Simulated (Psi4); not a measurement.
# SiH2F2 (SMILES F[SiH2]F) at MP3/aug-cc-pVDZ

What is the vertical ionisation energy of SiH2F2 at MP3/aug-cc-pVDZ? 

The results are computed with Psi4 1.11.

## 1. The molecule

The species is SiH2F2 (5 atoms), meant as a singlet with charge 0. As SMILES, `F[SiH2]F`. The shape is that of a PBE0-D4/def2-TZVP optimisation.

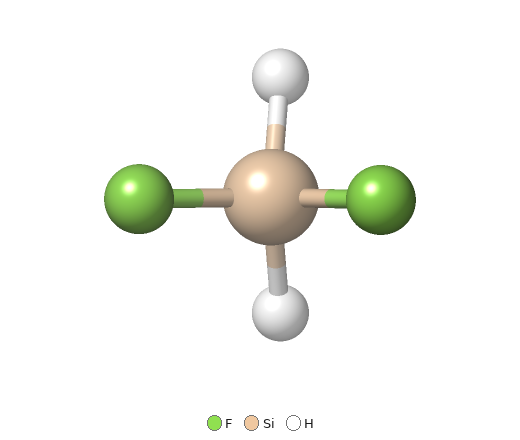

The structure, seen from a chosen angle (fluorine green, silicon light orange, hydrogen white).

## 2. A single-point energy at MP3/aug-cc-pVDZ

Contents of f2h2si.xyz:

```xyz
5
F2H2Si
F     -1.079010     0.538200     0.980720
Si    -0.005220    -0.000540    -0.054090
F      1.247630    -0.520590     0.766910
H     -0.590470    -1.138740    -0.786300
H      0.427070     1.121680    -0.907250
```

Contents of f2h2si_ase.py:

```python
import numpy as np
from ase.calculators.psi4 import Psi4
from ase.io import read

a = read('f2h2si.xyz')
calc = Psi4(atoms=a, method='mp3', basis='aug-cc-pVDZ', memory='2200MB', num_threads=1, charge=0, multiplicity=1, label='psi4-calc', reference='rhf')
calc.psi4.set_options({'puream': True, 'e_convergence': 1e-09, 'd_convergence': 1e-08, 'scf_type': 'pk', 'num_frozen_docc': 7, 'mp_type': 'conv'})
a.calc = calc

print(f'energy: {a.get_potential_energy():.6f} eV')
```

Command:

```bash
$ python f2h2si_ase.py
```

psi4-calc.dat:

```text
[...]
  Running in c1 symmetry.
[...]
  Nuclear repulsion =  118.741930693433218
[...]
  Multiplicity = 1
[...]
  Nalpha       = 17
  Nbeta        = 17
[...]
    Number of basis functions: 91
[...]
   @RHF iter   1:  -489.05308788246174   -7.52493e-01   4.51929e-03 DIIS/ADIIS
[...]
   @RHF iter   9:  -489.11743265753671   -1.61435e-11   5.86496e-09 DIIS
[...]
    Orbital Energies [Eh]
    ---------------------
    Doubly Occupied:
       1A    -68.889564     2A    -26.316224     3A    -26.316217
       4A     -6.225821     5A     -4.334350     6A     -4.332983
       7A     -4.331515     8A     -1.622513     9A     -1.603465
      10A     -0.813238    11A     -0.726050    12A     -0.706141
      13A     -0.702988    14A     -0.669334    15A     -0.652421
      16A     -0.596539    17A     -0.500181
[...]
  @RHF Final Energy:  -489.11743265753671
   => Energetics <=
    Nuclear Repulsion Energy =            118.7419306934332184
    One-Electron Energy =                -917.0396395132491989
    Two-Electron Energy =                 309.1802761622792559
    Total Energy =                       -489.1174326575367104
[...]
 Multipole Moments:
 ------------------------------------------------------------------------------------
     Multipole            Electronic (a.u.)      Nuclear  (a.u.)        Total (a.u.)
 ------------------------------------------------------------------------------------
 L = 1.  Multiply by 2.5417464519 to convert [e a0] to [Debye]
 Dipole X            :          0.2456728           -0.3127915           -0.0671187
 Dipole Y            :          0.0256689           -0.0326621           -0.0069932
 Dipole Z            :          2.5463625           -3.2418887           -0.6955262
 Magnitude           :                                                    0.6987922
[...]
	SCS-MP2 Total Energy (a.u.)        :  -489.61870737816952
	SOS-MP2 Total Energy (a.u.)        :  -489.61311325187359
[...]
	SOS-PI-MP2 Total Energy (a.u.)     :  -489.65124252836102
[...]
	MP2 Total Energy (a.u.)            :  -489.62989563076115
[...]
	SCS-MP3 Total Energy (a.u.)        :  -489.62083940033563
[...]
	MP3 Total Energy (a.u.)            :  -489.63842371942559
[...]
```

Standard output:

```text
energy: -13323.740160 eV
```

Wall time 15 s (1 thread of Intel Xeon Platinum 8259CL at 2.50GHz (Skylake/Cascade Lake), shared host); peak memory 0.73 GiB.

## 3. The doublet cation, same level

Contents of f2h2si_ase.py:

```python
import numpy as np
from ase.calculators.psi4 import Psi4
from ase import Atoms

atoms = Atoms(['F', 'Si', 'F', 'H', 'H'], positions=[
    [-1.079010, 0.538200, 0.980720],
    [-0.005220, -0.000540, -0.054090],
    [1.247630, -0.520590, 0.766910],
    [-0.590470, -1.138740, -0.786300],
    [0.427070, 1.121680, -0.907250],
])
calc = Psi4(atoms=atoms, method='mp3', basis='aug-cc-pVDZ', memory='2200MB', num_threads=1, charge=1, multiplicity=2, label='psi4-calc', reference='uhf')
calc.psi4.set_options({'puream': True, 'e_convergence': 1e-09, 'd_convergence': 1e-08, 'scf_type': 'pk', 'num_frozen_docc': 7, 'maxiter': 100, 'mp_type': 'conv'})
atoms.calc = calc

print(f'energy: {atoms.get_potential_energy():.6f} eV')
```

Command:

```bash
$ python f2h2si_ase.py
```

psi4-calc.dat:

```text
[...]
  Running in c1 symmetry.
[...]
  Nuclear repulsion =  118.741930693433218
[...]
  Multiplicity = 2
[...]
  Nalpha       = 17
  Nbeta        = 16
[...]
    Number of basis functions: 91
[...]
   @UHF iter   1:  -488.54388313901154   -2.43288e-01   4.87420e-03 ADIIS/DIIS
[...]
   @UHF iter  14:  -488.65192448645098   -3.46745e-12   5.05683e-09 DIIS
[...]
   @S^2 Observed:                8.018358116E-01
[...]
    Orbital Energies [Eh]
    ---------------------
    Alpha Occupied:
       1A    -69.213648     2A    -26.574842     3A    -26.574835
       4A     -6.546918     5A     -4.659346     6A     -4.653501
       7A     -4.651913     8A     -1.874311     9A     -1.854326
      10A     -1.111719    11A     -0.991327    12A     -0.977224
      13A     -0.970050    14A     -0.921389    15A     -0.909194
      16A     -0.898037    17A     -0.882203
    Alpha Virtual:
      18A     -0.134051    19A     -0.130042    20A     -0.117150
      21A     -0.084801    22A     -0.067904    23A     -0.056886
      24A     -0.034482    25A     -0.025575    26A      0.007887
[...]
  @UHF Final Energy:  -488.65192448645098
   => Energetics <=
    Nuclear Repulsion Energy =            118.7419306934332184
    One-Electron Energy =                -907.4436751326745707
    Two-Electron Energy =                 300.0498199527903580
    Total Energy =                       -488.6519244864509801
  UHF NO Occupations:
  HONO-2 :   15  A 1.9991865
  HONO-1 :   16  A 1.9749000
[...]
 Multipole Moments:
 ------------------------------------------------------------------------------------
     Multipole            Electronic (a.u.)      Nuclear  (a.u.)        Total (a.u.)
 ------------------------------------------------------------------------------------
 L = 1.  Multiply by 2.5417464519 to convert [e a0] to [Debye]
 Dipole X            :          0.0928126           -0.3127915           -0.2199789
 Dipole Y            :          0.0096788           -0.0326621           -0.0229833
 Dipole Z            :          0.9621752           -3.2418887           -2.2797135
 Magnitude           :                                                    2.2904176
[...]
	SCS-MP2 Total Energy (a.u.)        :  -489.13790672788292
	SOS-MP2 Total Energy (a.u.)        :  -489.13011227765321
[...]
	SOS-PI-MP2 Total Energy (a.u.)     :  -489.16689595389954
[...]
	MP2 Total Energy (a.u.)            :  -489.15349562834234
[...]
	SCS-MP3 Total Energy (a.u.)        :  -489.13814521889179
[...]
	MP3 Total Energy (a.u.)            :  -489.15444959237789
[...]
```

The script printed:

```text
energy: -13310.570553 eV
```

It took 26 s on 1 thread of Intel Xeon Platinum 8259CL at 2.50GHz (Skylake/Cascade Lake), shared host; peak memory 0.75 GiB.

## 4. Outcome

At MP3/aug-cc-pVDZ, 7 core orbitals frozen:

| quantity | value |
| --- | --- |
| singlet SiH2F2: total energy | -489.63842 Eh |
| singlet SiH2F2: HOMO energy (Hartree–Fock orbitals) | -13.61 eV |
| singlet SiH2F2: LUMO energy (Hartree–Fock orbitals) | 1.20 eV |
| singlet SiH2F2: HOMO–LUMO gap (Hartree–Fock orbitals) | 14.81 eV |
| singlet SiH2F2: correlation energy (7 core orbitals frozen) | -521.0 mEh |
| doublet cation: total energy | -489.15445 Eh |
| doublet cation: HOMO energy (Hartree–Fock orbitals) (highest over α and β) | -22.35 eV |
| doublet cation: LUMO energy (Hartree–Fock orbitals) (lowest over α and β) | -11.74 eV |
| doublet cation: correlation energy (7 core orbitals frozen) | -502.5 mEh |
| doublet cation: ⟨S²⟩ of the reference determinant | 0.802 |
| vertical ionisation energy (to the doublet cation) | 13.170 eV |

What this shows: The vertical ionisation energy comes to 13.17 eV (1271 kJ/mol).
